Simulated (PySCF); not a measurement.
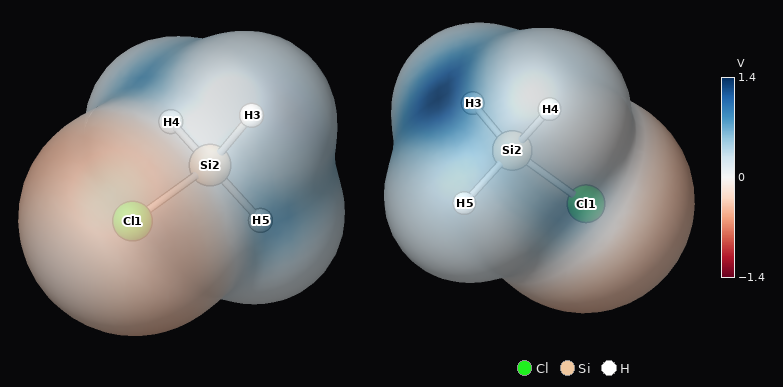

Figure. ClH₃Si, SMILES `Cl[SiH3]`. Electrostatic potential on the surface of electron density 0.001 a.u. (back view left, front view right).

PySCF calculation, B3LYP/def2-SVP, gas phase; geometry: GFN2-xTB. No frequency check shows the geometry to be a minimum. GFN2-xTB bond lengths at metals and heavier atoms can be off by up to 0.1 Å and shapes distorted, which carries into these values.

Input script:

```python
import numpy as np
from pyscf import gto, scf, dft
from pyscf.scf import atom_ks, atom_hf
from scipy.linalg import block_diag

def solve(mol, dm0=None, hcore=None):
    mf = (dft.UKS if mol.spin else dft.RKS)(mol, xc='b3lyp')
    mf.grids.level = 3
    mf = mf.density_fit(auxbasis='def2-universal-jkfit')
    mf.conv_tol, mf.max_cycle = 1e-8, 80
    if hcore is not None:
        mf.get_hcore = lambda *args: hcore
    mf.kernel(dm0)
    if not mf.converged:
        mf = mf.newton().run(mf.mo_coeff, mf.mo_occ, max_cycle=30)
    assert mf.converged, 'SCF not converged'
    return mf

mol = gto.M(atom='''
Cl    -1.04521     0.00001     0.00004
Si     0.96496    -0.00002     0.00005
H      1.41926    -1.25841    -0.58116
H      1.42063     0.12602     1.37895
H      1.41921     1.13260    -0.79915
''', basis='def2-svp', charge=0, spin=0, verbose=4)
mf = solve(mol)
mf.analyze()
# spherically averaged free atoms, for the promolecule
atm = atom_ks.get_atm_nrks(mol, xc='b3lyp')
pro = block_diag(*[(atm[a[0]][2] * atm[a[0]][3]) @ atm[a[0]][2].T for a in mol._atom])
np.savez('result.npz', e=mf.e_tot, c=mf.mo_coeff, occ=mf.mo_occ, eps=mf.mo_energy, pro=pro, dip=mf.dip_moment(verbose=0), s2=mf.spin_square()[0])
```

Launched as:

```sh
OMP_NUM_THREADS=1 python input.py
```

The run took 4.5 s on 1 thread of Intel(R) Xeon(R) Platinum 8259CL CPU @ 2.50GHz (Skylake/Cascade Lake), on a shared host, peak memory 0.25 GiB.

Partitions, critical points and surface values were worked out afterwards from this run's density.

Where are the extremes of the potential on the surface?

Answer. Highest: 1.34 V, near Si2 (2.02 Å), H3 (2.05 Å), H4 (2.09 Å) and H5 (2.12 Å). Further maxima include 0.77 V, near H4 (2.04 Å), H3 (2.06 Å) and Si2 (2.11 Å), and at like points elsewhere; −0.12 V, 2.0 Å from Cl1. Lowest: −0.40 V, 2.0 Å from Cl1, and at like points elsewhere. Further minima include 0.08 V, 1.5 Å from H4. The surface is sampled at points, so like sites can differ by a few per cent and only the strongest of them is named.

What volume does the surface enclose, and what is the dipole moment?

Answer. About 80 Å³; the dipole moment is 1.2 D.
